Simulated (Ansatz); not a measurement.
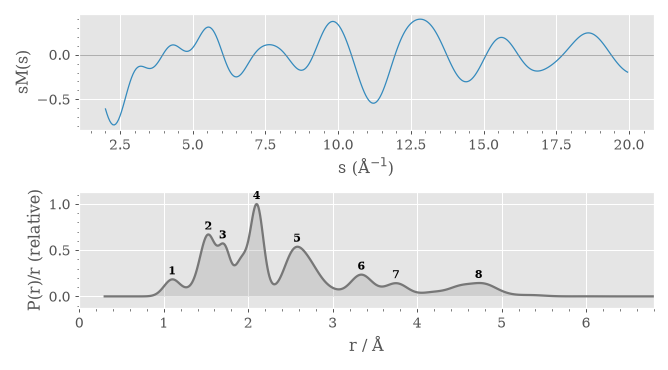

Simulated gas electron diffraction: reduced molecular intensity sM(s) from the Debye equation in the first Born approximation (top) and the radial distribution curve (bottom) of C2H6AlNOS. Each pair of atoms contributes with weight ZᵢZⱼ/r; damping constant 0.0015 Å²; vibrational amplitudes assumed, not computed: 0.05 Å for bonds, 0.078 Å for bonds to H, 0.06 + 0.015 r up to 0.15 Å for other pairs. The geometry is the end point of an optimisation (RKS r2SCAN/STO-3G (Ansatz)); it may be a saddle point or a higher isomer. SMILES: [SH][Al]1[CH2]NC[O]1.

Q: Assign the numbered peaks of the radial distribution curve (– bonded, ··· not bonded).

A: Peak 1, 1.10 Å: N–H 1.07 Å, C–H 1.10–1.12 Å (×4)
Peak 2, 1.53 Å: S–H 1.36 Å, O–C 1.47 Å, N–C 1.55 Å (×2), not resolved
Peak 3, 1.70 Å: Al–O 1.71 Å
Peak 4, 2.10 Å: S–Al 2.10 Å, N···H 2.14–2.16 Å (×4), not resolved; in its flanks Al–C 1.92 Å
Peak 5, 2.58 Å: C···C 2.47 Å, Al···C 2.52 Å, O···N 2.56 Å, Al···H 2.56–2.63 Å (×3), Al···N 2.70 Å, O···C 2.79 Å, not resolved
Peak 6, 3.34 Å: S···O 3.32 Å, Al···H 3.46 Å, not resolved
Peak 7, 3.75 Å: S···C 3.76 Å
Peak 8, 4.73 Å: S···C 4.51 Å, S···N 4.77 Å, S···H 4.84–4.96 Å (×2), not resolved; in its flanks S···H 4.15–5.35 Å
